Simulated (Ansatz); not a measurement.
**AsClH6Si2: vertical energies of changing the electron count, by script**

Wanted for AsClH6Si2: vertical energies of changing the electron count. SMILES: Cl[SiH2][SiH2][AsH2].

Program: Ansatz 0.2.0, driven from Python. Level of theory: CAM-B3LYP/def2-SVPD. These are calculated values, not measurements.

### 1 The structure

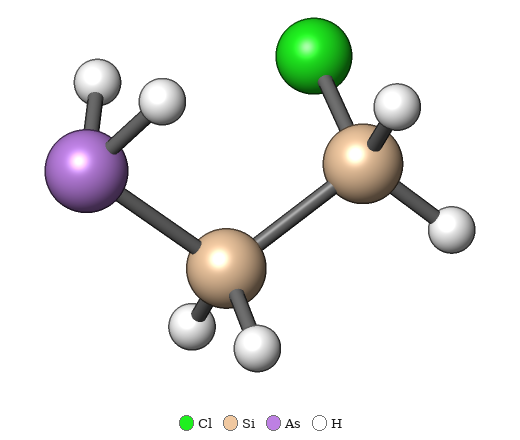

The structure that the script starts from, seen from a chosen angle (chlorine green, silicon light orange, arsenic purple, hydrogen white).

No structure file is read: the coordinates are typed or built in the script.

### 2 The code

The input, asclh6si2_ip.py:

```python
# -*- coding: utf-8 -*-
import ansatz as az
from ase import Atoms


def energy(molecule, charge=0, unpaired=0):
    calc = molecule.calculation().basis(gaussian="def2-SVPD").functional("CAM-B3LYP")
    if charge:
        calc = calc.charge(charge)
    if unpaired:
        calc = calc.spin("collinear", total=unpaired)
    return calc.run(threads=1, backend="cpu").report["free_energy_ev"]

atoms = Atoms(["Cl", "Si", "Si", "As", "H", "H", "H", "H", "H", "H"], positions=[
    (-2.5528, 0.3504, -0.023),
    (-0.7078, 1.1901, -0.4195),
    (0.729, -0.4697, -0.6933),
    (0.9358, -1.7135, 1.2678),
    (-0.7479, 1.9946, -1.6633),
    (-0.2876, 2.0504, 0.7115),
    (2.1163, 0.0919, -0.9655),
    (0.3727, -1.3128, -1.8003),
    (-0.6926, -1.7958, 1.4059),
    (0.9182, -0.4368, 2.1827),
])
molecule = az.Crystal.molecule_from_ase(atoms)

parent = energy(molecule, 0, 0)
cation = energy(molecule, 1, 1)
print(f"E(N)   = {parent:.5f} eV")
print(f"E(N-1) = {cation:.5f} eV  (1 unpaired)")
print(f"vertical ionisation energy {cation - parent:.3f} eV")
anion = energy(molecule, -1, 1)
print(f"E(N+1) = {anion:.5f} eV  (1 unpaired)")
print(f"vertical electron affinity {parent - anion:.3f} eV" + ("" if anion < parent else " (unbound in this basis)"))
print(f"fundamental gap IP - EA = {cation + anion - 2 * parent:.3f} eV")
```

### 3 What the engine is handed

The engine receives this input (first run):

```yaml
crystal:
  periodic: [false, false, false]
  atoms:
    - { symbol: Cl, position_ang: [-2.5528, 0.3504, -0.023] }
    - { symbol: Si, position_ang: [-0.7078, 1.1901, -0.4195] }
    - { symbol: Si, position_ang: [0.729, -0.4697, -0.6933] }
    - { symbol: As, position_ang: [0.9358, -1.7135, 1.2678] }
    - { symbol: H, position_ang: [-0.7479, 1.9946, -1.6633] }
    - { symbol: H, position_ang: [-0.2876, 2.0504, 0.7115] }
    - { symbol: H, position_ang: [2.1163, 0.0919, -0.9655] }
    - { symbol: H, position_ang: [0.3727, -1.3128, -1.8003] }
    - { symbol: H, position_ang: [-0.6926, -1.7958, 1.4059] }
    - { symbol: H, position_ang: [0.9182, -0.4368, 2.1827] }
basis:
  gaussian:
    orbitals: def2-SVPD
hamiltonian:
  xc: cam_b3lyp
```

### 4 Launch

Launch:

```
$ python asclh6si2_ip.py
```

The log of the run:

```text
E(N)   = -89205.63252 eV
E(N-1) = -89196.19862 eV  (1 unpaired)
vertical ionisation energy 9.434 eV
E(N+1) = -89204.82036 eV  (1 unpaired)
vertical electron affinity -0.812 eV (unbound in this basis)
fundamental gap IP - EA = 10.246 eV
```

It took 85 s on 1 thread of Arm Neoverse V2, shared host; peak memory 0.93 GiB.

### 5 Inputs of later runs

The engine's inputs for the other runs:

Run 2, against run 1:

```diff
@@ -18,0 +19,4 @@
+magnetization:
+  spin_polarized: true
+  initial_magnetization: 1.0
+total_charge: 1.0
```

Run 3, against run 1:

```diff
@@ -18,0 +19,4 @@
+magnetization:
+  spin_polarized: true
+  initial_magnetization: 1.0
+total_charge: -1.0
```

Lines on the test bed's own set-up are left out of the output.

A comment line of the script is reworded here; the code is as run.

### 6 The runs side by side

From the records of these 3 runs:

```csv
run,system,unpaired or total moment,energy (eV),<S²>,SCF cycles,CPU time (s)
1,AsClH6Si2,not set,-89205.6325,0.00,15,8.5
2,"AsClH6Si2, charge +1",1,-89196.1986,0.76,30,28
3,"AsClH6Si2, charge -1",1,-89204.8204,0.75,50,47
```

Totals carry meaning only in balanced differences at one level of theory.

### 7 Results

| quantity | value |
| --- | --- |
| vertical ionisation energy | 9.434 eV |
| vertical electron affinity | -0.812 eV |
| runs compared | 3 |

In words: The ionisation energy is a difference of two total energies at the neutral geometry. The added electron isn't bound in this basis, so the negative affinity reflects the basis as much as the molecule. At this unrelaxed geometry removing an electron costs 9.43 eV and an added one is unbound in this basis (by 0.81 eV). Reading the output:
- The geometry is a force-field or estimated start, not a minimum of this method, and the basis set is short of its limit. All parts are taken at fixed geometry, without zero-point energy. At an unrelaxed start these energies can be a whole eV from those at the minimum, and a small affinity can change sign.
- A negative electron affinity means that the anion is unbound here; its size hangs on the basis and tends to about zero as the basis grows, and so does its part in any gap built on it.
